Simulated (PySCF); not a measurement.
# C6H7F3: the cost of one run

Programs: PySCF 2.14.0, with routines of our own; each step states its level. All values are computed. Atoms count from 0.

1 further run of the same task is left out (for a known fault of the program).

### 1 The system as given

16 atoms, charge 0, multiplicity 3; geometry from: GFN2-xTB.

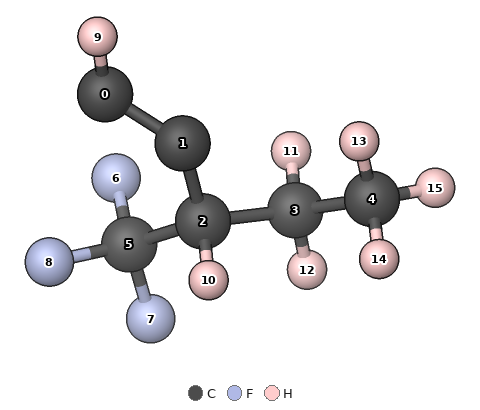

The starting geometry (carbon dark grey, fluorine light blue, hydrogen pink).

### 2 Open-shell or spin-flip excitations: collinear spin-flip TDA BHandHLYP/def2-SVP

The job: settings as JSON, then the geometry in Å.

```
{"job": {"kind": "uabs", "xc": "BHandHLYP", "basis": "def2-SVP", "nstates": 8, "spin_flip": true}, "charge": 0, "multiplicity": 3}
C      2.431510    -0.739443     0.721831
C      1.076688    -0.804246     0.638044
C      0.132341     0.289526     0.435611
C     -0.873856    -0.036874    -0.695891
C     -1.668896    -1.295890    -0.391358
C      0.788393     1.658112     0.175042
F      1.517918     1.671788    -0.945744
F     -0.133483     2.633274     0.040151
F      1.587757     2.040688     1.177123
H      3.040091    -1.621626     0.860624
H     -0.444013     0.391359     1.367819
H     -0.310087    -0.163133    -1.622306
H     -1.548223     0.812702    -0.816623
H     -0.999665    -2.137258    -0.231321
H     -2.276954    -1.162790     0.500307
H     -2.327119    -1.527244    -1.224719
```

Level: collinear spin-flip TDA BHandHLYP/def2-SVP, vertical, gas phase, core orbitals frozen in the response.

Started as:

```
$ OMP_NUM_THREADS=1 python excited_run.py task.json out
```

The driver reads the jobs from task.json and runs them one after another.

**Question.** How long does this first job take on 1 thread of Arm Neoverse N1, shared host, and how much memory does it need?

About 51 s, with a peak of 0.63 GiB.
